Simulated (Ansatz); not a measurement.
Take HfS$_{2}$ in the CdI2 type structure (space group P-3m1, No. 164; a = 3.547 Å, c = 5.577 Å; layered, stacked along the Cartesian z axis) as the base.

One thing is altered: an isotropic linear strain of +2.00 %, atoms relaxed at fixed cell.

All numbers come from PBEsol-D3(BJ) (Ansatz, an electronic-structure program; PAW; 420 eV plane waves; spin-orbit coupling left out).

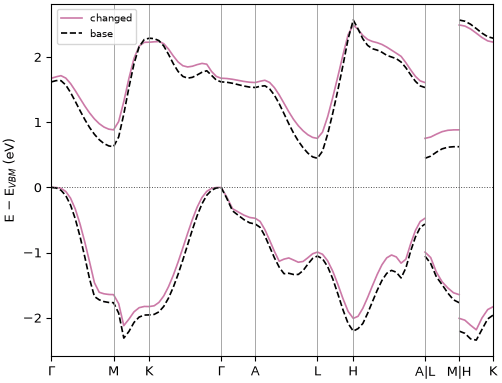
Figure. Highest valence and lowest conduction band along the path, each from its own valence-band maximum

**Question.** From the figure, how large is the changed gap, and is it direct?

**Answer.** About 0.8 eV, indirect, Γ → L.

Spin-orbit coupling, missing from the scalar runs, can matter with Hf. Whether these cells are dynamically stable was not tested.
